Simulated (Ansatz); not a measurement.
# Al2Tl, from a guessed structure to a relaxed one

This structure for Al2Tl is made up. Its elements were placed in a known structure type with a cell scaled to their sizes. What cell does the guess relax to, and how far off was it?

Method: DFT, r2SCAN, plane-wave PAW, files of the set soft_1, scalar-relativistic, no spin, cell and ions relaxed at zero pressure; PAW set soft_1, in Ansatz 0.2.0.

## Step 1: Starting point

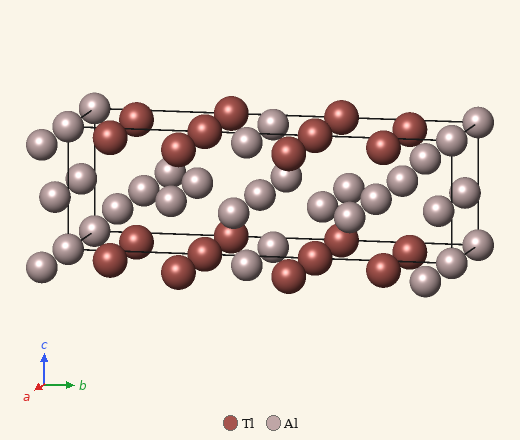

The starting structure, seen slightly off an axis (thallium brown, aluminium light grey). 2×1×1 cells are drawn. This picture shows the conventional cell, with its axes. Some periodic images of atoms are drawn too.

## Step 2: Relaxation of the guess

The guess takes its coordinates from another compound and its volume from a rule, so the cell and any free coordinates are relaxed together.

The input, input.yaml:

```yaml
crystal:
  lattice:
    - [2.0635, -6.9275, 0.0]
    - [2.0635, 6.9275, 0.0]
    - [0.0, 0.0, 4.371]
  atoms:
    - { symbol: Tl, position: [0.3563, 0.6437, 0.0] }
    - { symbol: Tl, position: [0.6437, 0.3563, 0.0] }
    - { symbol: Al, position: [0.0, 0.0, 0.0] }
    - { symbol: Al, position: [0.5, 0.5, 0.5] }
    - { symbol: Al, position: [0.1975, 0.8025, 0.5] }
    - { symbol: Al, position: [0.8025, 0.1975, 0.5] }
kpoints:
  mp_grid: { grid: [7, 7, 6] }
scf:
  occupations: { method: fermi_dirac, width: 0.05 }
hamiltonian:
  xc: r2scan
  pseudopotentials: { kind: paw, azcp: { folder: soft_1 } }
relax:
  f_tol: 0.015
  max_steps: 70
  cell: {}
output:
  forces: true
  stress: true
```

Run with:

```
> ansatz run input.yaml --threads 4 --pin off --max-ram 10240MiB --backend cpu --events-out ev --progress --plain --runs-dir out
```

Numbers of over 12 decimals in the logs are rounded to 6 here.

The log of the run:

```text
Engine: ansatz 0.2.0, x86_64-unknown-linux-gnu
Pseudopotentials: kind: paw
Pseudopotential: Tl, paw, valence charge 13, recommended cutoff 500 eV (meta_gga), soft_1/Tl.paw.azcp
Pseudopotential: Al, paw, valence charge 3, recommended cutoff 500 eV (meta_gga), soft_1/Al.paw.azcp
Functional definition: r2SCAN
  parameter k0 = 0.174
  parameter k1 = 0.065
  parameter a1 = 4.9479
  exchange = r2scan_x(k0 = k0, k1 = k1, a1 = a1)
  correlation = r2scan_c
Crystal: 6 atoms, lattice volume = 124.966 Å³
Basis set: ecut = 500 eV, 3153 PW (Γ), exchange–correlation on 216×216×128 points (64 copies of the dense FFT grid, shifted against one another)
Bands: 25, of which v1, the nominal top of the filled ones, is band 19 counted from 1 (18 counted from 0)
Symmetry: 8 space group operations
Space group: Cmmm (ITA 65), of the structure as read, at distance tolerance 5.0e-5 Å
k-points: 64 of 294
Non-local potential: Tl, projectors of the file, l = 0: 2, l = 1: 2, l = 2: 2, l = 3: 1
Non-local potential: Al, projectors of the file, l = 0: 2, l = 1: 2, l = 2: 1
PAW form: soft (Blöchl's): semilocal exchange-correlation on the pseudo side does not see the compensation charge
PAW frozen core: Tl, regenerated for the run's functional (the file was generated under x = pbe(κ = 0.804, μ = 0.219515), c = pbe(β = 0.066725))
PAW frozen core: Al, regenerated for the run's functional (the file was generated under x = pbe(κ = 0.804, μ = 0.219515), c = pbe(β = 0.066725))
PAW one-centre angular grid: Tl, 590 points (default); XC on 160 Gauss nodes
PAW one-centre angular grid: Al, 302 points (default); XC on 160 Gauss nodes
Initial density: superposition of atomic densities (chi_scale 0.1, normalization cell, long waves kept (reshape's long-wave potential 0.00 eV rms))
Initial wavefunctions: pseudopotential atomic-orbital guess
Functional: x = r2scan, c = r2scan; τ floored in thin density (d = 2e-4 eV/Å³)
iter 1 solved again at ethr=2.75e-3 eV; its pass at ethr=3.10e-3 eV (dr2=1.04e0 eV) is discarded
SCF iter   1: F=—  HF=-25079.781344 eV  |F-HF|=—  |Δ(HF+E_count)|=         —  Δρ=2.39e-2  dr2=1.06e0  dr2_τ=1.37e-2  ethr=2.75e-3  ⟨swp⟩=1.0  Hψ=10350  notcnv=0
preconditioner: auto → Kerker (q_TF=auto, 2.237 Å⁻¹)  [metal: Δε(μ)=0.019 eV  Ē_g=10.604 eV  σ=0.050 eV  W_gap=0.10  n_scr=26 (ndim 8)  ℏωp=20.5 eV  f_vac=0.000  D(μ)=2.30/eV (n_scr^D=14)]
SCF iter   2: F=—  HF=-25079.722721 eV  |F-HF|=—  |Δ(HF+E_count)|=   5.86e-2  Δρ=1.53e-2  dr2=4.04e-1  dr2_τ=2.54e-3  ethr=2.75e-3  ⟨swp⟩=2.0  Hψ=1957  notcnv=0
SCF iter   3: F=—  HF=-25079.692519 eV  |F-HF|=—  |Δ(HF+E_count)|=   3.02e-2  Δρ=2.73e-3  dr2=1.35e-2  dr2_τ=5.35e-4  ethr=1.06e-3  ⟨swp⟩=2.6  Hψ=2685  notcnv=0
SCF iter   4: F=—  HF=-25079.694120 eV  |F-HF|=—  |Δ(HF+E_count)|=   1.60e-3  Δρ=1.04e-3  dr2=2.22e-3  dr2_τ=1.08e-5  ethr=3.55e-5  ⟨swp⟩=2.4  Hψ=2956  notcnv=0  defer=2
SCF iter   5: F=—  HF=-25079.694575 eV  |F-HF|=—  |Δ(HF+E_count)|=   4.56e-4  Δρ=1.88e-4  dr2=7.07e-5  dr2_τ=6.88e-7  ethr=5.84e-6  ⟨swp⟩=2.0  Hψ=2151  notcnv=0  defer=2
SCF iter   6: F=—  HF=-25079.694656 eV  |F-HF|=—  |Δ(HF+E_count)|=   8.04e-5  Δρ=6.63e-5  dr2=8.73e-6  dr2_τ=4.92e-8  ethr=1.86e-7  ⟨swp⟩=2.0  Hψ=2158  notcnv=0  defer=2
SCF iter   7: F=—  HF=-25079.694668 eV  |F-HF|=—  |Δ(HF+E_count)|=   1.23e-5  Δρ=1.46e-5  dr2=5.55e-7  dr2_τ=1.38e-8  ethr=2.30e-8  ⟨swp⟩=2.2  Hψ=2660  notcnv=0  defer=2
SCF iter   8: F=-25079.694668 eV  HF=-25079.694668 eV  |F-HF|=3.17e-8  |Δ(HF+E_count)|=   4.59e-7  Δρ=4.68e-6  dr2=5.44e-8  dr2_τ=4.55e-10  ethr=2.63e-10  ⟨swp⟩=4.7  Hψ=5625  notcnv=0
SCF 1 converged in 8 iterations: F = -25079.694668 eV  dr2 = 5.44e-8
  greatest PAW one-centre occupation: 0.958 electrons in one spin orbital (limit 2), on the Tl atom at site 1 (counted from 0), in its partial waves of l = 2
relax step   1: F+E_penalty+E_count = -25079.69466848 eV  Δ(F+E_penalty+E_count) = +0.000e0 eV  max|allowed force component| = 1.192e0 eV/Å  Δτ_max = 0.0000 Å  P = +3.658 GPa  Ω = 124.966 Å³  (8 SCF iters, dr2 threshold 1.00e-7 eV, accepted)
Crystal: 6 atoms, lattice volume = 131.122 Å³
Basis set: ecut = 500 eV, 3309 PW (Γ), exchange–correlation on 216×216×128 points (64 copies of the dense FFT grid, shifted against one another)
Initial density: handed on by an earlier stage of this run
Initial wavefunctions: those handed on with the density
iter 1 solved again at ethr=1.52e-4 eV; its pass at ethr=3.10e-3 eV (dr2=5.78e-2 eV) is discarded
SCF iter   1: F=—  HF=-25079.613848 eV  |F-HF|=—  |Δ(HF+E_count)|=         —  Δρ=5.10e-3  dr2=5.81e-2  dr2_τ=3.05e-1  ethr=1.52e-4  ⟨swp⟩=1.1  Hψ=9986  notcnv=0
preconditioner: auto → Kerker (q_TF=auto, 2.219 Å⁻¹)  [metal: Δε(μ)=0.057 eV  Ē_g=10.733 eV  σ=0.050 eV  W_gap=0.28  n_scr=26 (ndim 8)  ℏωp=20.0 eV  f_vac=0.000  D(μ)=2.25/eV (n_scr^D=14)]
SCF iter   2: F=—  HF=-25079.985176 eV  |F-HF|=—  |Δ(HF+E_count)|=   3.71e-1  Δρ=3.32e-3  dr2=2.55e-2  dr2_τ=1.84e-4  ethr=1.52e-4  ⟨swp⟩=2.9  Hψ=3375  notcnv=0
SCF iter   3: F=—  HF=-25079.982887 eV  |F-HF|=—  |Δ(HF+E_count)|=   2.29e-3  Δρ=1.85e-3  dr2=7.45e-3  dr2_τ=4.34e-5  ethr=6.70e-5  ⟨swp⟩=1.0  Hψ=1683  notcnv=0
SCF iter   4: F=—  HF=-25079.982413 eV  |F-HF|=—  |Δ(HF+E_count)|=   4.74e-4  Δρ=2.29e-4  dr2=1.37e-4  dr2_τ=1.69e-6  ethr=1.96e-5  ⟨swp⟩=2.5  Hψ=2419  notcnv=0
SCF iter   5: F=—  HF=-25079.982490 eV  |F-HF|=—  |Δ(HF+E_count)|=   7.66e-5  Δρ=6.95e-5  dr2=1.43e-5  dr2_τ=1.11e-7  ethr=3.61e-7  ⟨swp⟩=2.3  Hψ=2416  notcnv=0
SCF iter   6: F=—  HF=-25079.982494 eV  |F-HF|=—  |Δ(HF+E_count)|=   4.42e-6  Δρ=3.05e-5  dr2=1.74e-6  dr2_τ=2.66e-8  ethr=3.76e-8  ⟨swp⟩=2.4  Hψ=2662  notcnv=0
SCF iter   7: F=-25079.982495 eV  HF=-25079.982495 eV  |F-HF|=7.40e-8  |Δ(HF+E_count)|=   7.49e-7  Δρ=1.29e-5  dr2=4.18e-7  dr2_τ=3.00e-9  ethr=1.58e-9  ⟨swp⟩=4.0  Hψ=5479  notcnv=0
SCF 2 converged in 7 iterations: F = -25079.982495 eV  dr2 = 4.18e-7
relax step   2: F+E_penalty+E_count = -25079.98249473 eV  Δ(F+E_penalty+E_count) = -2.878e-1 eV  max|allowed force component| = 5.905e-1 eV/Å  Δτ_max = 0.1012 Å  P = -0.331 GPa  Ω = 131.122 Å³  energy of the carried Pulay correction = -2.755e-4 eV  (7 SCF iters, dr2 threshold 6.00e-7 eV, accepted)
Crystal: 6 atoms, lattice volume = 128.484 Å³
Basis set: ecut = 500 eV, 3247 PW (Γ), exchange–correlation on 216×216×128 points (64 copies of the dense FFT grid, shifted against one another)
iter 1 solved again at ethr=1.32e-4 eV; its pass at ethr=3.10e-3 eV (dr2=5.00e-2 eV) is discarded
SCF iter   1: F=—  HF=-25080.029870 eV  |F-HF|=—  |Δ(HF+E_count)|=         —  Δρ=3.46e-3  dr2=4.62e-2  dr2_τ=7.43e-2  ethr=1.32e-4  ⟨swp⟩=1.2  Hψ=9929  notcnv=0
[...]
relax step  12: F+E_penalty+E_count = -25080.89545943 eV  Δ(F+E_penalty+E_count) = -9.547e-4 eV  max|allowed force component| = 1.242e-3 eV/Å  Δτ_max = 0.0133 Å  P = -0.063 GPa  Ω = 141.847 Å³  energy of the carried Pulay correction = -7.254e-4 eV  (6 SCF iters, dr2 threshold 1.91e-7 eV, accepted)
relax step  13: F+E_penalty+E_count = -25080.89569741 eV  Δ(F+E_penalty+E_count) = -2.380e-4 eV  max|allowed force component| = 9.114e-3 eV/Å  Δτ_max = 0.0037 Å  P = +0.001 GPa  Ω = 141.365 Å³  energy of the carried Pulay correction = -7.059e-4 eV  (7 SCF iters, dr2 threshold 2.70e-8 eV, accepted)
relax step  14: F+E_penalty+E_count = -25080.89074806 eV  Δ(F+E_penalty+E_count) = +4.949e-3 eV  max|allowed force component| = 5.994e-2 eV/Å  Δτ_max = 0.0342 Å  P = +0.724 GPa  Ω = 137.362 Å³  energy of the carried Pulay correction = -5.417e-4 eV  (9 SCF iters, dr2 threshold 1.26e-8 eV, rejected (line search))
relax step  15: F+E_penalty+E_count = -25080.89673644 eV  Δ(F+E_penalty+E_count) = -1.039e-3 eV  max|allowed force component| = 4.090e-3 eV/Å  Δτ_max = 0.0111 Å  P = -0.055 GPa  Ω = 141.011 Å³  energy of the carried Pulay correction = -6.916e-4 eV  (11 SCF iters, accepted)
relax step  16: F+E_penalty+E_count = -25080.89938206 eV  Δ(F+E_penalty+E_count) = -2.646e-3 eV  max|allowed force component| = 2.311e-2 eV/Å  Δτ_max = 0.0160 Å  P = +0.229 GPa  Ω = 139.367 Å³  energy of the carried Pulay correction = -6.246e-4 eV  (8 SCF iters, dr2 threshold 5.19e-8 eV, accepted)
relax step  17: F+E_penalty+E_count = -25080.89981054 eV  Δ(F+E_penalty+E_count) = -4.285e-4 eV  max|allowed force component| = 2.840e-2 eV/Å  Δτ_max = 0.0129 Å  P = +0.165 GPa  Ω = 139.614 Å³  energy of the carried Pulay correction = -6.347e-4 eV  (6 SCF iters, dr2 threshold 4.21e-7 eV, accepted)
relax step  18: F+E_penalty+E_count = -25080.90044404 eV  Δ(F+E_penalty+E_count) = -6.335e-4 eV  max|allowed force component| = 1.168e-2 eV/Å  Δτ_max = 0.0131 Å  P = -0.140 GPa  Ω = 140.866 Å³  energy of the carried Pulay correction = -6.857e-4 eV  (7 SCF iters, dr2 threshold 2.35e-7 eV, accepted)
relax step  19: F+E_penalty+E_count = -25080.90078606 eV  Δ(F+E_penalty+E_count) = -3.420e-4 eV  max|allowed force component| = 6.652e-3 eV/Å  Δτ_max = 0.0012 Å  P = +0.025 GPa  Ω = 140.282 Å³  energy of the carried Pulay correction = -6.620e-4 eV  (6 SCF iters, dr2 threshold 1.18e-7 eV, accepted)
relax step  20: F+E_penalty+E_count = -25080.90081565 eV  Δ(F+E_penalty+E_count) = -2.959e-5 eV  max|allowed force component| = 1.633e-3 eV/Å  Δτ_max = 0.0018 Å  P = -0.002 GPa  Ω = 140.350 Å³  energy of the carried Pulay correction = -6.647e-4 eV  (6 SCF iters, dr2 threshold 8.79e-9 eV, accepted)
relax step  21: F+E_penalty+E_count = -25080.90501627 eV  Δ(F+E_penalty+E_count) = -4.201e-3 eV  max|allowed force component| = 1.420e-3 eV/Å  Δτ_max = 0.0000 Å  P = +0.032 GPa  Ω = 140.350 Å³  stress off target by 1.17e-1 GPa  SCF on the basis re-selected at this cell (its energy is not comparable with the rows above)  (6 SCF iters)
relax step  22: F+E_penalty+E_count = -25080.90523448 eV  Δ(F+E_penalty+E_count) = -2.182e-4 eV  max|allowed force component| = 3.460e-3 eV/Å  Δτ_max = 0.0033 Å  P = +0.002 GPa  Ω = 140.570 Å³  energy of the carried Pulay correction = -7.071e-6 eV  (6 SCF iters, dr2 threshold 3.39e-8 eV, accepted)
iter 1 solved again at ethr=5.80e-7 eV; its pass at ethr=3.10e-3 eV (dr2=2.20e-4 eV) is discarded
SCF iter   1: F=—  HF=-25080.905234 eV  |F-HF|=—  |Δ(HF+E_count)|=         —  Δρ=4.40e-6  dr2=1.37e-8  dr2_τ=1.14e-9  ethr=5.80e-7  ⟨swp⟩=3.0  Hψ=11786  notcnv=0
eigensolver tolerance schedule: the retry pair's looser diagonalisation over-reported the residual by 16117.84 of it (diagonalisation noise at an unbounded share of the residual, at the tolerance the schedule requests for it); recorded, not acted on — ethr = c·dr2/N_el stays at c = 1.0e-1
SCF iter   2: F=—  HF=-25080.905240 eV  |F-HF|=—  |Δ(HF+E_count)|=   5.85e-6  Δρ=2.53e-6  dr2=8.31e-9  dr2_τ=8.91e-10  ethr=3.60e-11  ⟨swp⟩=3.0  Hψ=3819  notcnv=0
SCF iter   3: F=—  HF=-25080.905240 eV  |F-HF|=—  |Δ(HF+E_count)|=   6.55e-8  Δρ=7.70e-7  dr2=1.29e-9  dr2_τ=2.25e-10  ethr=2.19e-11  ⟨swp⟩=2.3  Hψ=2324  notcnv=0
SCF iter   4: F=—  HF=-25080.905240 eV  |F-HF|=—  |Δ(HF+E_count)|=  1.89e-10  Δρ=3.43e-7  dr2=8.08e-11  dr2_τ=3.03e-11  ethr=3.39e-12  ⟨swp⟩=2.2  Hψ=2710  notcnv=0
SCF iter   5: F=-25080.905240 eV  HF=-25080.905240 eV  |F-HF|=1.09e-11  |Δ(HF+E_count)|=  6.84e-10  Δρ=1.19e-7  dr2=1.56e-11  dr2_τ=3.35e-12  ethr=1.00e-12  ⟨swp⟩=4.0  Hψ=5167  notcnv=0
SCF 23 converged in 5 iterations: F = -25080.905240 eV  dr2 = 1.56e-11
relax step  23: F+E_penalty+E_count = -25080.90524040 eV  Δ(F+E_penalty+E_count) = -5.920e-6 eV  max|allowed force component| = 3.423e-3 eV/Å  Δτ_max = 0.0000 Å  P = +0.002 GPa  Ω = 140.570 Å³  stress off target by 1.70e-2 GPa  SCF on the basis re-selected at this cell (its energy is not comparable with the rows above)  (5 SCF iters)
basis re-selected at this cell: Δ(F+E_penalty+E_count) = -5.920e-6 eV, ΔP = +0.000 GPa vs the last step (what re-selecting the basis moved, of the pressure what is left beyond the Pulay correction that the steps carried, after the strain that the cell walked since its last selection, with what the two solves' SCF thresholds leave and, on support functions, any second-order correction that the steps lacked; it is no m [...]
SCF converged after 5 iterations
Free energy (F): -25080.905240 eV
Harris-Foulkes:  -25080.905240 eV  (|F-HF|=1.09e-11)
Internal energy: -25080.879686 eV  (E = F + TS)
E sigma→0 (E₀):  -25080.892463 eV
Entropy (-TS):   -0.025554 eV (-4.259 meV/atom)
Fermi energy:    7.567787 eV
--- Per-component energies (eV) ---
  E_band       = -30.548128
  E_kinetic    = 618.479608
  E_local      = -2270.742375  (includes V_loc(G=0)·N_el)
  E_nonlocal   = 671.062684
  E_hartree    = 912.353270
  E_xc         = -484.118329
  E_vxc        = -389.425329  (∫ρ·V_xc dr)
  E_paw        = -22324.768328  (= ΣΔE_a)
  E_vpaw       = -508.734035  (= ΣTr[D̂ρ^β])
  E_aug_tail   = -0.000030  (compensation charges beyond the density's cutoff)
  E_vtau       = 24.104852  (kinetic-family band-sum trace: ∫τ·v_τ [+ j·A + Jᵃ·Aᵃ] dr)
  E_ewald      = -2204.984861
  E_core_change = 1.838675  (= ΣΔE_core)
  E_smearing   = -0.025554  (= −TS)
  E_closure    = 0.000000  (closes the sum)
  Σ components = -25080.905240   (vs F -25080.905240, Δ=0.00e0)
--- Forces (eV/Å), atoms counted from 1 ---
  atom   1  Tl     0.00000000    -0.00342303     0.00000000
  atom   2  Tl     0.00000000     0.00342303     0.00000000
  atom   3  Al     0.00000000     0.00000000     0.00000000
  atom   4  Al     0.00000000     0.00000000     0.00000000
  atom   5  Al     0.00000000    -0.00198903     0.00000000
  atom   6  Al     0.00000000     0.00198903     0.00000000
  max |Σ_I F_I| component: 4.93e-32 eV/Å
--- Stress (GPa, compression-positive) ---
        0.003922       0.000000       0.000000
        0.000000       0.016975       0.000000
        0.000000       0.000000      -0.014173
  P = ⅓ Tr σ = 0.0022 GPa (0.022 kbar)
--- Relaxed structure (21 steps of the walk, 20 accepted, 2 SCFs on fresh bases) ---
  F+E_penalty+E_count = -25080.90524040 eV   max|allowed force component| = 3.423e-3 eV/Å   (the final SCF, on the basis selected at the relaxed cell)
  cell:  # Å, volume = 140.5705 Å³
    - [2.007309, -8.673769, 0.0]
    - [2.007309, 8.673769, 0.0]
    - [0.0, 0.0, 4.036845]
  atoms:
    - { symbol: Tl, position: [0.330430, 0.669570, 0.0] }
    - { symbol: Tl, position: [0.669570, 0.330430, 0.0] }
    - { symbol: Al, position: [-1.7215768888257707e-19, 1.721576888825777e-19, 0.0] }
    - { symbol: Al, position: [0.5, 0.5, 0.500000] }
    - { symbol: Al, position: [0.106446, 0.893554, 0.500000] }
    - { symbol: Al, position: [0.893554, 0.106446, 0.500000] }
```

Wall time 65 s (4 threads of INTEL XEON PLATINUM 8581C at 2.30GHz (Emerald Rapids), shared host); peak memory 1.4 GiB.

Step by step (22 of 23):

```
step  energy less that of the first step (eV)  largest force component (eV/Å)  pressure (GPa)  volume (Å³)
   1                                   0.0000                          1.1915            3.66       124.97
   2                                  -0.2878                          0.5905           -0.33       131.12
   3                                  -0.4200                          0.3611           -0.35       128.48
   4                                  -0.5299                          0.2318            0.92       123.94
   5                                  -0.6387                          0.2764            1.87       122.99
   6                                  -0.7929                          0.2847            2.55       123.63
   7                                  -0.9471                          0.0537            3.13       125.70
   8                                  -1.1123                          0.0795            0.79       134.63
   9                                  -1.1576                          0.2127           -0.25       139.93
  10                                  -1.1954                          0.0555           -0.30       142.15
  11                                  -1.1998                          0.0553            0.16       141.82
  13                                  -1.2010                          0.0091            0.00       141.37
  14                                  -1.1961                          0.0599            0.72       137.36
  15                                  -1.2021                          0.0041           -0.06       141.01
  16                                  -1.2047                          0.0231            0.23       139.37
  17                                  -1.2051                          0.0284            0.16       139.61
  18                                  -1.2058                          0.0117           -0.14       140.87
  19                                  -1.2061                          0.0067            0.02       140.28
  20                                  -1.2061                          0.0016            0.00       140.35
 21*                                  -1.2103                          0.0014            0.03       140.35
  22                                  -1.2106                          0.0035            0.00       140.57
 23*                                  -1.2106                          0.0034            0.00       140.57
```

Relaxation steps marked * repeat the geometry before them on a plane-wave basis chosen anew for their cell, so energy and pressure can jump there. Other such steps can lie between the rows shown. Relaxation step 14 was tried and not accepted.

The run keeps the 8 symmetry operations that it works with, so distortions that break them were not tested.

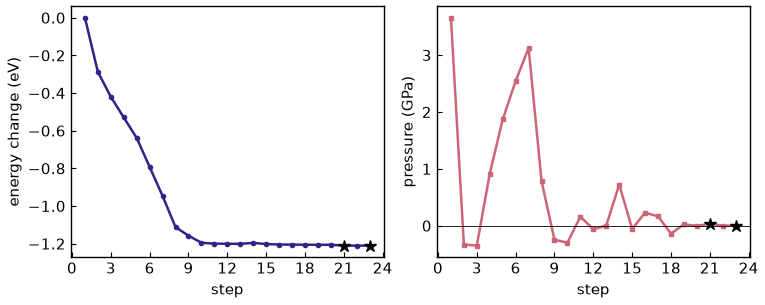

Energy and pressure along the relaxation. Stars mark steps on a basis chosen anew.

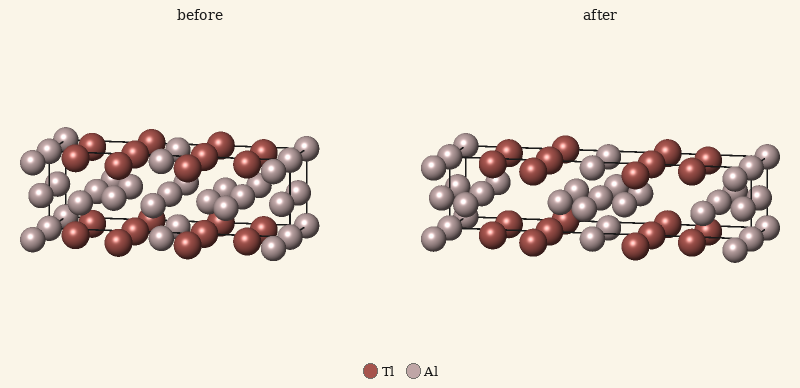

The structure before and after the relaxation, drawn at the same scale.

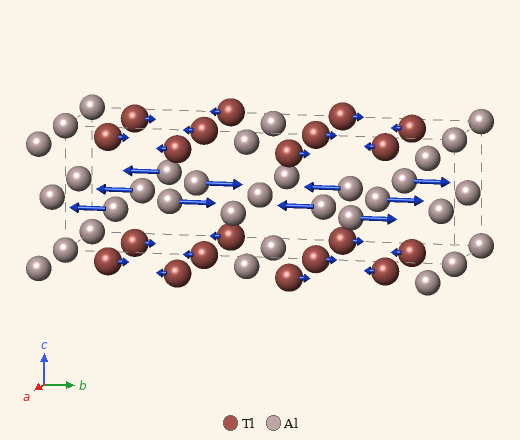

Displacements in the relaxation, scaled, measured against the changing cell; the longest in the cell stands for 1.58 Å. 2×1×1 conventional cells are drawn. Some periodic images of atoms are drawn too.

```csv
cell as run,before,after,change
a (Å),7.228,8.903,+23.2 %
b (Å),7.228,8.903,+23.2 %
c (Å),4.371,4.037,-7.6 %
γ (°),146.83,153.94,+4.8 %
volume (Å³/atom),20.83,23.43,+12.5 %
```

The atoms that moved most (Å, as changes of fractional coordinates times the final cell):

| atom | dx | dy | dz | length |
| --- | --- | --- | --- | --- |
| Al6 | 0.000 | -1.580 | 0.000 | 1.580 |
| Al5 | 0.000 | 1.580 | 0.000 | 1.580 |
| Tl1 | 0.000 | 0.449 | 0.000 | 0.449 |
| Tl2 | 0.000 | -0.449 | 0.000 | 0.449 |

The relaxed structure:

```xyz
6
Lattice="2.0073 -8.6738 0.0000 2.0073 8.6738 0.0000 0.0000 0.0000 4.0368" Properties=species:S:1:pos:R:3 pbc="T T T"
Tl    2.0073    2.9416    0.0000
Tl    2.0073   -2.9416    0.0000
Al    0.0000    0.0000    0.0000
Al    2.0073    0.0000    2.0184
Al    2.0073    6.8272    2.0184
Al    2.0073   -6.8272    2.0184
```

This step gave:

* free energy: -25080.9052 eV
* energy at zero smearing: -25080.8925 eV
* smearing term TS: 0.02555 eV
* Fermi energy: 7.568 eV
* electrons: 38
* symmetry operations: 8
* pressure: 0.002241 GPa

The shortest distance of each pair, which need not be the same contact before and after:

| pair | guess (Å) | relaxed (Å) |
| --- | --- | --- |
| Al–Al | 2.525 | 2.727 |
| Al–Tl | 2.867 | 3.050 |
| Tl–Tl | 3.596 | 3.437 |

The relaxation ends with a largest force component of 0.0034 eV/Å and a pressure of 0.00 GPa.

## Step 3: Summary of results

| Quantity | Value |
| --- | --- |
| space group, relaxed | Cmmm |
| conventional cell | a = 4.015, b = 17.348, c = 4.037 Å; α = 90.0°, β = 90.0°, γ = 90.0° |
| volume per atom | 23.43 Å³ (guess 20.83) |

**Reading.** Al2Tl relaxes to Cmmm with a = 4.015, b = 17.348 and c = 4.037 Å. The guessed volume was 11 % too small. The space group Cmmm was held in the relaxation, so the end point is a stationary structure within it and may be a saddle against distortions or other arrangements. Mesh and cutoff weren't tested. A vector of the cell changed its length by 23 %, so the starting arrangement is largely lost and the mesh was laid for another shape. Spin-orbit coupling is left out, which can matter for elements this heavy. No dispersion term is used, so weakly bound directions may come out too long. Nothing here tests whether the compound is stable against decomposition.

[Logs are printed without paths, hosts, clocks, repeated set-up lines and the standing remarks that a program may print on its own settings, such as how far it seeks lower states.]

[Hosts, paths, dates, database ids (printed as entryN), source tags and the programs' standing remarks are cut or masked in the printed files.]
